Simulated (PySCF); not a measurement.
# Si4: structure of the triplet

Aim: relax Si4 as a triplet from a rhombus start, check by its vibrations whether the end is a minimum, and collect its spectrum and constants.

The runs use PySCF 2.14.0; PBE0, basis Si def2-TZVP, no relativity, density fitting.

## (1) The system as given

4 atoms, charge 0, spin multiplicity 3.

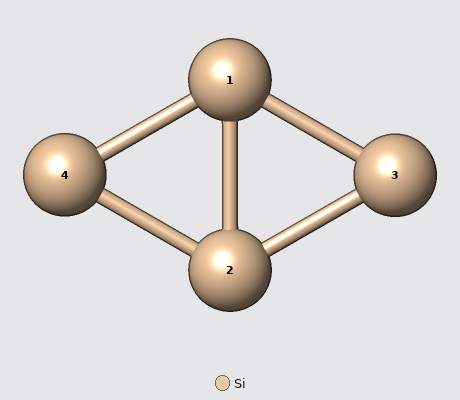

The starting geometry (silicon light orange); atoms are numbered from 1 in the order of the file.

Z-matrix (Å, degrees; charge 0 multiplicity 3):
```
Si
Si 1 2.3200
Si 1 2.3200 2 60.00
Si 1 2.3200 2 60.00 3 180.00
```

## (2) The SCF at the typed geometry

One driver script runs all steps and calls PySCF; scf.py shows how it sets up the SCF of each step. The optimiser is the driver's own. After this first run the driver tries any further starts and a stability analysis.

Input file scf.py:

```python
from pyscf import gto, scf, dft
mol = gto.M(atom='''
Si     0.000000     1.160000     0.000000
Si     0.000000    -1.160000     0.000000
Si     2.009200     0.000000     0.000000
Si    -2.009200     0.000000     0.000000''',
    basis={'Si': 'def2-TZVP'},
    charge=0, spin=2)
mf = dft.UKS(mol, xc='PBE0')
mf.grids.atom_grid = (50, 194)
aux = {'Si': 'def2-universal-JKFIT'}
mf = mf.density_fit(auxbasis=aux)
mf.conv_tol = 1e-08
mf.diis_space = 10
mf.max_cycle = 60
mf.init_guess = 'minao'
mf.verbose = 4
mf.kernel()
```

Started as:

```sh
$ OMP_NUM_THREADS=4 python axn.py task.json out
```

The program printed:

```text
init E= -1157.78289261624
[... the frontier-level lines of each cycle are left out ...]
cycle= 1 E= -1157.38187124683  delta_E= 0.401  |g|= 0.186  |ddm|= 1.43
cycle= 2 E= -1157.36967916328  delta_E= 0.0122  |g|= 0.21  |ddm|= 0.406
cycle= 3 E= -1157.40234793487  delta_E= -0.0327  |g|= 0.0488  |ddm|= 0.271
cycle= 4 E= -1157.40397927821  delta_E= -0.00163  |g|= 0.0067  |ddm|= 0.0557
cycle= 5 E= -1157.40412546832  delta_E= -0.000146  |g|= 0.00168  |ddm|= 0.0226
cycle= 6 E= -1157.40413517771  delta_E= -9.71e-06  |g|= 0.000402  |ddm|= 0.00634
cycle= 7 E= -1157.40413552033  delta_E= -3.43e-07  |g|= 0.000136  |ddm|= 0.00109
cycle= 8 E= -1157.4041355465  delta_E= -2.62e-08  |g|= 6.31e-05  |ddm|= 0.000318
cycle= 9 E= -1157.40413555053  delta_E= -4.03e-09  |g|= 1.14e-05  |ddm|= 0.0001
Extra cycle  E= -1157.40413555073  delta_E= -1.98e-10  |g|= 6.24e-06  |ddm|= 2.78e-05
converged SCF energy = -1157.40413555073  <S^2> = 2.0485376  2S+1 = 3.0321858
```

This step, with its further starts and checks, ran for 20 s (4 threads of Intel Xeon Platinum 8259CL at 2.50GHz (Skylake/Cascade Lake), shared host).

The starts that the driver tried:

```
                      start   energy (Eh)
    the minimal-basis guess  -1157.404136
a thermally smeared density  -1157.404136
      a smeared PBE density  -1157.404136
```

The test of internal stability and the other starts found no lower solution of this spin.

## (3) Rhombus start, triplet: relaxation

The program finds D2h symmetry in the start, which this walk keeps. The walk stops when the largest gradient is under 0.0003 Eh/bohr and the energy has settled too.

Edit scf.py of step 2 so:

```diff
@@ -16 +15,0 @@
-mf.init_guess = 'minao'
```

Energy and gradient, step by step:

```
step   energy (Eh)  change (kJ/mol)  largest symmetric gradient (Eh/bohr)
   0  -1157.404136             0.00                               0.02651
   1  -1157.412779           -22.69                               0.00976
   2  -1157.414197           -26.42                               0.00340
   3  -1157.414252           -26.56                               0.00128
   4  -1157.414262           -26.59                               0.00015
   5  -1157.414262           -26.59                               0.00002
```

The walk took 21 s.

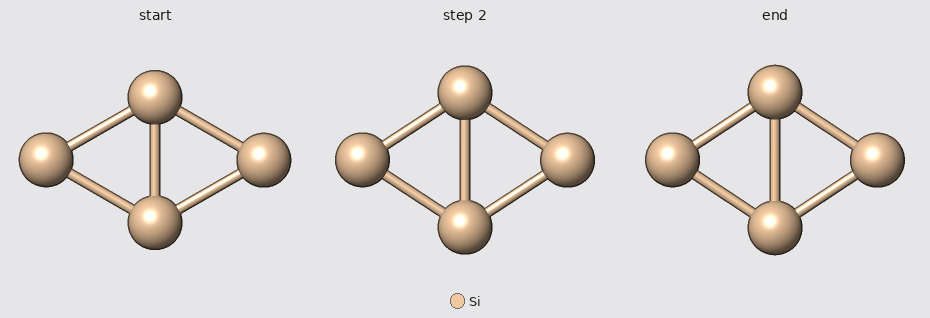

Start and end of the relaxation, with a step between.

End point (D2h, 5 steps, 26.6 kJ/mol gained): Si–Si 2.269 Å (×4), Si–Si 2.508 Å; Si–Si–Si 56.5° (×4), Si–Si–Si 67.1° (×2), Si–Si–Si 112.9° (×2).

## (4) Is it a minimum? Harmonic modes

On the finer grid the gradient is checked again; gradients at displacements of ±0.02 bohr then give force constants and infrared intensities.

Edit scf.py of step 3 so:

```diff
@@ -3,4 +3,4 @@
-Si     0.000000     1.160000     0.000000
-Si     0.000000    -1.160000     0.000000
-Si     2.009200     0.000000     0.000000
-Si    -2.009200     0.000000     0.000000''',
+Si     0.000000     1.254119     0.000000
+Si     0.000000    -1.254119     0.000000
+Si     1.891432     0.000000     0.000000
+Si    -1.891432     0.000000     0.000000''',
@@ -10 +10 @@
-mf.grids.atom_grid = (50, 194)
+mf.grids.atom_grid = (75, 302)
@@ -13 +13 @@
-mf.conv_tol = 1e-08
+mf.conv_tol = 1e-10
```

The driver hands on the density of the step before, so the log starts near convergence.

SCF at the final geometry:

```text
init E= -1157.41431373874
[... the frontier-level lines of each cycle are left out ...]
cycle= 1 E= -1157.41431373863  delta_E= 1.05e-10  |g|= 1.12e-05  |ddm|= 1.71e-05
cycle= 2 E= -1157.41431373778  delta_E= 8.52e-10  |g|= 3.21e-05  |ddm|= 4.92e-05
cycle= 3 E= -1157.41431373875  delta_E= -9.67e-10  |g|= 1.1e-06  |ddm|= 3.67e-05
cycle= 4 E= -1157.41431373875  delta_E= -6.82e-13  |g|= 2.09e-07  |ddm|= 1.34e-06
Extra cycle  E= -1157.41431373875  delta_E= -2.27e-12  |g|= 4.71e-07  |ddm|= 7.47e-07
converged SCF energy = -1157.41431373875  <S^2> = 2.039831  2S+1 = 3.0264375
```

The whole step took 79 s.

Geometry: D2h; Si–Si 2.269 Å (×4), Si–Si 2.508 Å; Si–Si–Si 56.5° (×4), Si–Si–Si 67.1° (×2), Si–Si–Si 112.9° (×2).

Harmonic modes (main isotopes):

```csv
symmetry,ω (cm⁻¹),IR (km/mol)
b3u,173,0.2
b2u,298,2.2
ag,327,0.0
b3g,398,0.0
b1u,455,0.4
ag,479,0.0
```

Every mode is real; the point is a minimum.

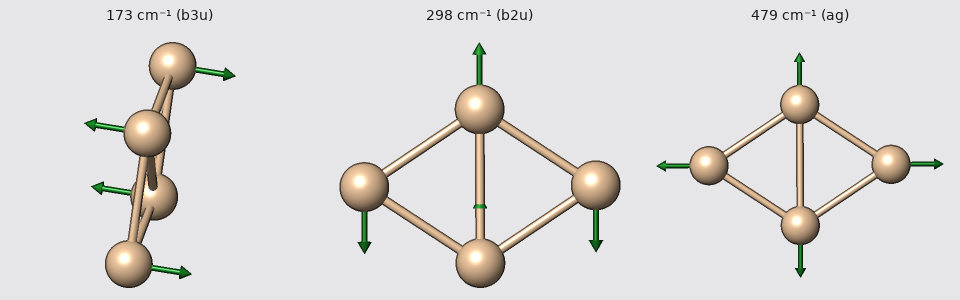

How the atoms move in 3 of the modes.

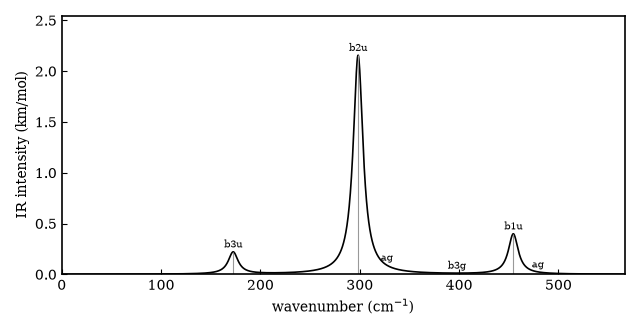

The harmonic infrared spectrum (widths in cm⁻¹). Lines are broadened to a width of 12 cm⁻¹ (Lorentzian).

Constants and moments:

```yaml
Dipole_moment: 0.00 D
Highest_occupied_level: -5.47 eV
Lowest_empty_level: -4.20 eV
Rotational_constants: 0.1916, 0.08421, 0.0585 cm⁻¹
Zero-point_energy: 12.7 kJ/mol
Principal_polarisabilities: 71.0, 131.6, 189.2 bohr³
Atomisation_energy_without_zero-point_energy: 1093 kJ/mol
Principal_traceless_quadrupole_moments_about_the_centre_of_mass: -1.19, -0.55, 1.74 D Å
Entropy_at_298.15_K_and_1_bar_electronic_part_spin_only: 309.7 J/(mol K)
Heat_capacity_Cp_at_298.15_K: 72.2 J/(mol K)
Enthalpy_at_298.15_K_above_0_K: 15.76 kJ/mol
Rotational_symmetry_number: 4
Spin_squared_⟨S²⟩: 2.040
```

Populations by atom (charges in e):

```
 atom  Mulliken  Löwdin  polar tensor  spin (Mulliken)  Mayer order to Si1
  Si1      0.05    0.02         -0.04            -0.02                   –
  Si2      0.05    0.02         -0.04            -0.02                1.00
Si3,4     -0.05   -0.02          0.04             1.02                1.13
```

Mulliken populations on Si1: s 5.67, p 8.07, d 0.19, f 0.02.

## (5) Outcome

| quantity | value |
| --- | --- |
| minimum | triplet, D2h |
| geometry | Si–Si 2.269 Å (×4), Si–Si 2.508 Å; Si–Si–Si 56.5° (×4), Si–Si–Si 67.1° (×2), Si–Si–Si 112.9° (×2) |
| wavenumbers (cm⁻¹) | 173 (b3u), 298 (b2u), 327 (ag), 398 (b3g), 455 (b1u), 479 (ag) |
| dipole moment | 0.00 D |
| highest occupied, lowest empty level (either spin) | -5.47, -4.20 eV |
| polar-tensor charge of Si1 | -0.04 e |
| zero-point energy | 12.7 kJ/mol |
| entropy at 298.15 K | 309.7 J/(mol K) |
| atomisation energy (no zero-point energy) | 1093 kJ/mol |
| ⟨S²⟩ | 2.040 |

The molecule stays D2h, as typed, and the end point is a minimum. The strongest infrared band lies at 298 cm⁻¹ (b2u). Other starts or spin states, not run here, may lie lower.

The search up to here took 2 min.
